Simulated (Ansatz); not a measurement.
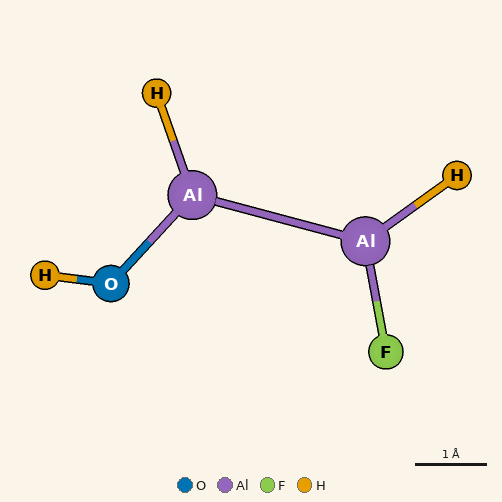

A ball-and-stick model of a molecule.

Computed geometry: PBE0-D4/def2-TZVP optimisation. No frequency run is at hand to confirm it as a minimum.

**Which formula does it have?**

Al₂FH₃O, 7 atoms: 2 aluminium, 1 fluorine, 3 hydrogen and 1 oxygen.

**Give the symmetry (Schoenflies symbol).**

Cs.

**How many bonds of each kind are drawn?**

2 Al–H, 1 Al–O, 1 Al–Al, 1 O–H, 1 Al–F. Sticks follow a distance rule.

**How many atoms are distinct by symmetry?**

7: 1 O, 1 Al, 1 Al, 1 F, 1 H, 1 H, 1 H.

More results for the same structure follow; atom numbers are the same in all pictures, views and colours differ.

### Charges

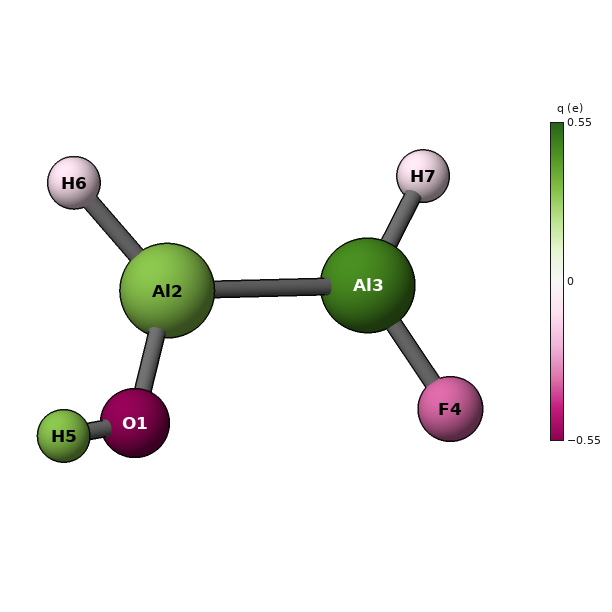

Atoms are coloured by their Mulliken charges. No frequency run is at hand to confirm it as a minimum. Level of theory: RKS PBE0-D4/def2-TZVP (Ansatz 0.2.0).

**Which atom carries the highest charge (most positive or least negative)?**

Al3 (0.45 e).

**And the lowest?**

O1 (−0.54 e).

Give the Mulliken charges atom by atom.

```
atom  value (e)
  O1      −0.54
 Al2       0.31
 Al3       0.45
  F4      −0.35
  H5       0.31
  H6      −0.10
  H7      −0.09
```

### Electronic properties

No frequency run is at hand to confirm it as a minimum. Properties computed with RKS PBE0-D4/def2-TZVPP (Ansatz 0.2.0).

**What is the HOMO energy (Kohn–Sham orbital)?**

−7.21 eV.

**Give the HOMO–LUMO gap at this level.**

4.74 eV.

**Estimate the dispersion correction.**

−8.6 kJ/mol.

### Dipole moment

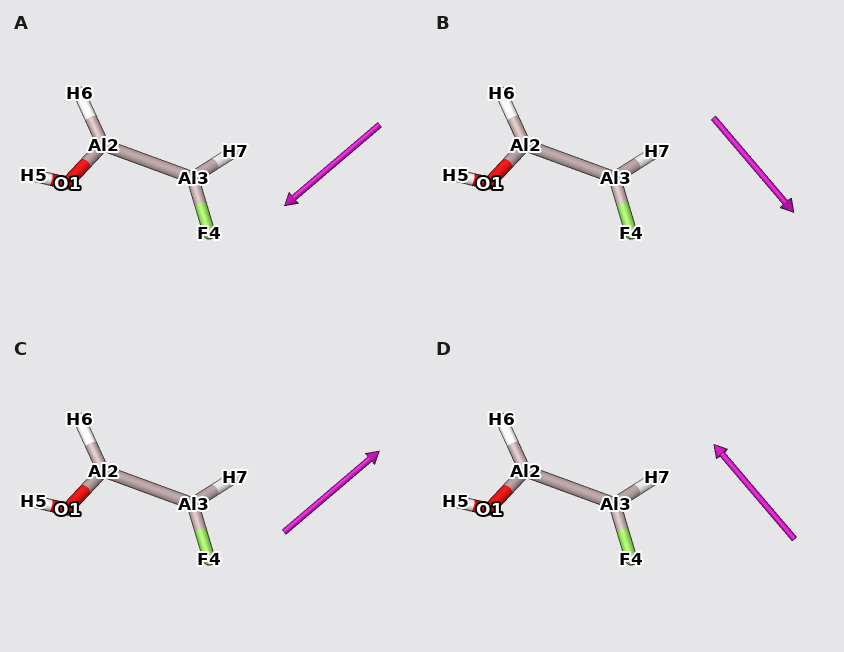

The same molecule four times, each with an arrow. No frequency run is at hand to confirm it as a minimum. Properties computed with RKS PBE0-D4/def2-TZVP (Ansatz 0.2.0).

**Which arrow points along the dipole moment, from the negative to the positive end?**

D. The dipole moment is 2.52 D; it points from the side of F4 to the side of H6 (the outermost atoms at the two ends).

Mulliken values depend strongly on the basis set and can even reverse the polarity of a bond.
